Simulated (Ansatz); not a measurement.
C$_{3}$H$_{11}$ClSi$_{2}$: several calculations on one system

## 1. Relaxation

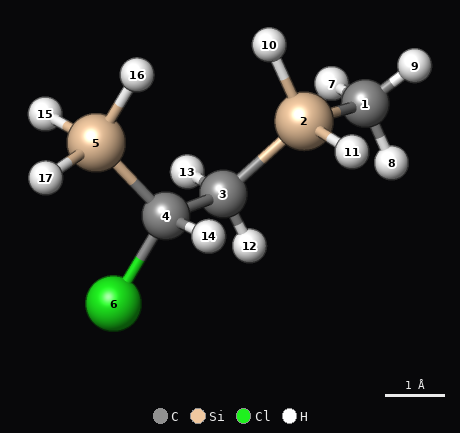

C3H11ClSi2, before the relaxation. The picture is a ball-and-stick view, seen at a tilt.

The run prepares an end point of a later path (torsion) calculation, from a guessed geometry.

The calculation used RKS PBE0/STO-3G in Ansatz 0.2.0.

Input file:
```yaml
crystal:
  periodic: [false, false, false]
  atoms:
    - { symbol: C, position_ang: [-2.1014, -1.8408, -0.8755] }
    - { symbol: Si, position_ang: [-1.0272, -0.8917, 0.2642] }
    - { symbol: C, position_ang: [-0.1879, 0.5416, -0.6174] }
    - { symbol: C, position_ang: [0.7707, 1.4726, 0.2814] }
    - { symbol: Si, position_ang: [2.3575, 0.8105, 0.8643] }
    - { symbol: Cl, position_ang: [1.0614, 2.979, -0.6543] }
    - { symbol: H, position_ang: [-1.5691, -2.2098, -1.7304] }
    - { symbol: H, position_ang: [-2.8846, -1.1157, -1.2936] }
    - { symbol: H, position_ang: [-2.6471, -2.6068, -0.3348] }
    - { symbol: H, position_ang: [0.0032, -1.8149, 0.8261] }
    - { symbol: H, position_ang: [-1.8026, -0.345, 1.4326] }
    - { symbol: H, position_ang: [-0.9365, 1.1381, -1.0519] }
    - { symbol: H, position_ang: [0.3978, 0.1576, -1.4408] }
    - { symbol: H, position_ang: [0.0893, 1.8071, 1.1689] }
    - { symbol: H, position_ang: [3.1808, 0.3245, -0.2542] }
    - { symbol: H, position_ang: [2.1593, -0.2943, 1.8237] }
    - { symbol: H, position_ang: [3.1175, 1.8875, 1.6318] }
basis:
  gaussian: { orbitals: STO-3G }
hamiltonian:
  xc: pbe0
relax:
  f_tol: 0.015
  max_steps: 40
```

Launched with:
```bash
ansatz run input.yaml --threads 1 --pin off --max-ram 2048MiB --backend cpu --events-out ev --progress --plain --runs-dir out
```

> What does the optimiser find from here?

The energy falls by 0.669 eV in 11 geometry steps. Largest force component: 4.9 eV/Å at the start, 0.0044 eV/Å at the end. H11 moves most after the best rigid fit: 0.34 Å. Largest moves by element: H 0.34 Å, Si 0.15 Å, Cl 0.11 Å, C 0.11 Å. Near-neighbour distances that change, for instance: Si5–H17 1.525 → 1.442 Å, C4–Si5 1.816 → 1.893 Å, C3–C4 1.610 → 1.545 Å, C4–Cl6 1.797 → 1.862 Å. Among the angles between lasting bonds that change: H7–C1–H9 113.8° → 107.7°, C3–C4–H14 104.0° → 109.5°, H16–Si5–H17 105.6° → 109.4°.

The structure at the end:

```xyz
17

C    -2.1556   -1.7622   -0.8266
Si   -0.8791   -0.9327    0.2548
C    -0.1294    0.5364   -0.6592
C     0.6848    1.4917    0.2415
Si    2.2899    0.7938    0.9637
Cl    1.1288    3.0131   -0.7366
H    -1.7116   -2.1234   -1.7589
H    -2.9634   -1.0722   -1.0875
H    -2.6023   -2.6207   -0.3162
H     0.1606   -1.8741    0.5976
H    -1.4907   -0.4616    1.4757
H    -0.9450    1.1083   -1.1223
H     0.5058    0.1783   -1.4798
H     0.0376    1.8810    1.0460
H     3.0913    0.2464   -0.1025
H     1.9571   -0.2485    1.9054
H     3.0022    1.8457    1.6450
```

The end point in the same view:

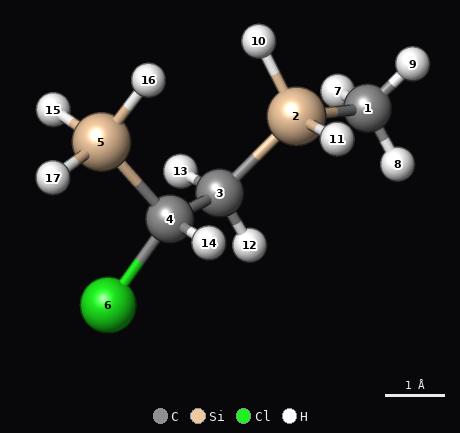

Limits of the set-up: STO-3G is a minimal basis, so the numbers are rough.

## 2. Relaxation

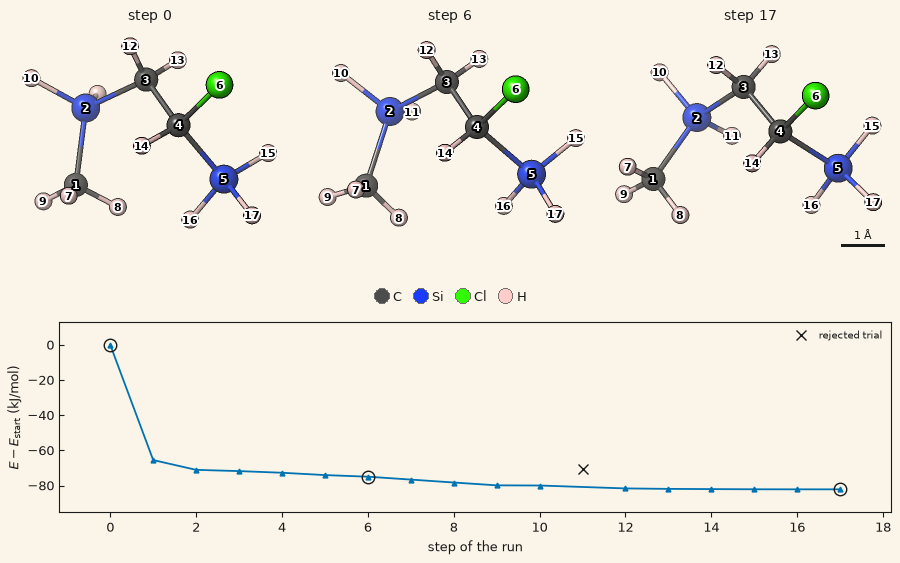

Frames of a relaxation of C3H11ClSi2, marked on the history of the run. The picture is a ball-and-stick view, seen from a free direction.

The run prepares an end point of a later path (torsion) calculation, from a guessed geometry.

These are results of RKS PBE0/STO-3G (Ansatz), not measurements. (no spin polarisation; force threshold 0.015 eV/Å; at most 40 steps)

Describe the path.

H11 moves most after the best rigid fit: 1.28 Å. By element the largest moves are H 1.28 Å, C 0.59 Å, Si 0.50 Å, Cl 0.36 Å. Some distances before and after: Si5–H17 1.525 → 1.442 Å, C4–Si5 1.816 → 1.894 Å, C3–C4 1.610 → 1.545 Å, C4–Cl6 1.797 → 1.862 Å. Bond angles that change, for instance: H7–C1–H9 113.8° → 107.6°, C3–C4–H14 104.0° → 109.6°, Si2–C1–H8 107.5° → 111.7°. Groups turn about Si2–C3 by about 55°. After 16 accepted moves (17 points after the start) the energy has fallen by 82.2 kJ/mol. Largest force component: 4.1 eV/Å at the start, 0.0064 eV/Å at the end. The line search rejected the trial step at point 11 of the run. From step 0 to 6: H16 moves most (0.58 Å), energy −75.0 kJ/mol. From step 6 to 17: H7 moves most (0.84 Å), energy −7.20 kJ/mol.

```tsv
step	E − E(0), kJ/mol	largest force component, eV/Å	note
0	0.00	4.0819	
1	-65.52	0.9558	
2	-71.09	0.2487	
3	-71.79	0.0789	
4	-72.73	0.1208	
5	-74.06	0.2010	
6	-74.98	0.2944	
7	-76.62	0.2591	
8	-78.28	0.3566	
9	-79.90	0.2378	
10	-79.99	0.1210	
11	-70.38	0.6485	rejected
12	-81.65	0.0501	
13	-81.91	0.0401	
14	-82.03	0.0389	
15	-82.13	0.0333	
16	-82.16	0.0161	
17	-82.18	0.0064
```

Limits of the set-up: STO-3G is a minimal basis, so the numbers are rough.

## 3. Path

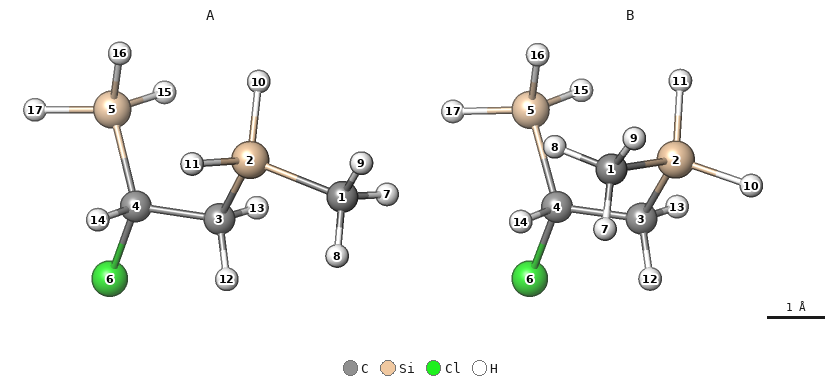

The two relaxed end points of a path for C₃H₁₁ClSi₂. Style: ball-and-stick. Shown from a free direction.

Level of theory: RKS PBE0/STO-3G (Ansatz 0.2.0).

Input
```yaml
crystal:
  periodic: [false, false, false]
  atoms:
    - { symbol: C, position_ang: [-2.154618, -1.762406, -0.828537] }
    - { symbol: Si, position_ang: [-0.878707, -0.933374, 0.253811] }
    - { symbol: C, position_ang: [-0.129593, 0.536976, -0.658727] }
    - { symbol: C, position_ang: [0.684036, 1.491832, 0.243008] }
    - { symbol: Si, position_ang: [2.289394, 0.794002, 0.964712] }
    - { symbol: Cl, position_ang: [1.127455, 3.014406, -0.733592] }
    - { symbol: H, position_ang: [-1.710372, -2.122496, -1.761127] }
    - { symbol: H, position_ang: [-2.962788, -1.072632, -1.088831] }
    - { symbol: H, position_ang: [-2.600981, -2.621632, -0.319016] }
    - { symbol: H, position_ang: [0.16148, -1.874629, 0.59583] }
    - { symbol: H, position_ang: [-1.490604, -0.463732, 1.475106] }
    - { symbol: H, position_ang: [-0.945415, 1.108894, -1.121353] }
    - { symbol: H, position_ang: [0.505898, 0.179969, -1.479549] }
    - { symbol: H, position_ang: [0.036528, 1.880038, 1.047861] }
    - { symbol: H, position_ang: [3.091194, 0.248057, -0.101958] }
    - { symbol: H, position_ang: [1.95707, -0.249366, 1.905332] }
    - { symbol: H, position_ang: [3.001123, 1.845593, 1.647132] }
basis:
  gaussian: { orbitals: STO-3G }
hamiltonian:
  xc: pbe0
neb:
  order_check: false
  images: 7
  f_tol: 0.05
  max_iterations: 36
  initial_path: idpp
  final_atoms:
    - { symbol: C, position_ang: [-2.06286806, -1.10043687, 0.19133771] }
    - { symbol: Si, position_ang: [-0.41875071, -1.40656193, -0.64083187] }
    - { symbol: C, position_ang: [0.38094487, 0.20755142, -1.19994167] }
    - { symbol: C, position_ang: [0.47021914, 1.29825931, -0.10978428] }
    - { symbol: Si, position_ang: [1.61261303, 0.92685208, 1.35403197] }
    - { symbol: Cl, position_ang: [1.06055582, 2.88186906, -0.89215978] }
    - { symbol: H, position_ang: [-2.74032444, -0.5386997, -0.45873304] }
    - { symbol: H, position_ang: [-1.94589182, -0.53489541, 1.12046293] }
    - { symbol: H, position_ang: [-2.55191688, -2.04676579, 0.44107956] }
    - { symbol: H, position_ang: [-0.60652092, -2.22749033, -1.81411318] }
    - { symbol: H, position_ang: [0.4681, -2.09829214, 0.26502176] }
    - { symbol: H, position_ang: [-0.19851616, 0.60752309, -2.04305082] }
    - { symbol: H, position_ang: [1.3870285, -0.00390471, -1.58572522] }
    - { symbol: H, position_ang: [-0.54353417, 1.54934349, 0.24621687] }
    - { symbol: H, position_ang: [2.90739835, 0.53049246, 0.85886448] }
    - { symbol: H, position_ang: [1.0372852, -0.14803813, 2.12711166] }
    - { symbol: H, position_ang: [1.72527824, 2.10269409, 2.18031492] }
```

Command:
```bash
ansatz run input.yaml --threads 1 --pin off --max-ram 2048MiB --backend cpu --events-out ev --progress --plain --runs-dir out
```

Q: What barrier does the band find between them, and by what path?

A: Forward barrier 4.97 kJ/mol, backward barrier 4.28 kJ/mol, with image 4 at the top; the reaction energy is +0.69 kJ/mol. The motion is a rotation about the Si2–C3 bond by about 115°. No bond forms or breaks between the ends. The band is converged. At the top, the vibrational analysis gives one imaginary mode (48i cm⁻¹), as a transition state must have.

Energies of the converged images:

| image | path (Å) | E (kJ/mol) |
| --- | --- | --- |
| 0 | 0.00 | 0.00 |
| 1 | 0.81 | 0.61 |
| 2 | 1.63 | 2.35 |
| 3 | 2.44 | 4.23 |
| 4 | 3.25 | 4.97 |
| 5 | 4.21 | 4.08 |
| 6 | 5.16 | 2.42 |
| 7 | 6.11 | 1.16 |
| 8 | 7.06 | 0.69 |

The geometry at the top of the path:

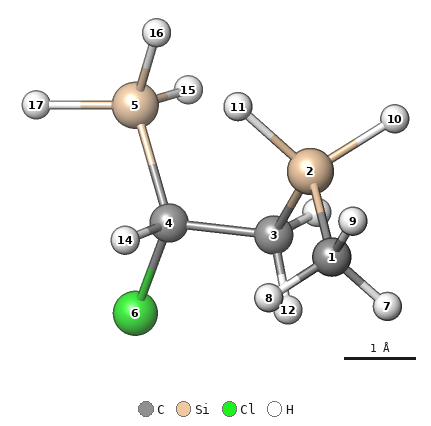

Limits of the set-up: STO-3G is a minimal basis, so the numbers are rough.

Cost: 5.3 min on 1 thread of Arm Neoverse V2 (shared host), peak memory 0.15 GiB.
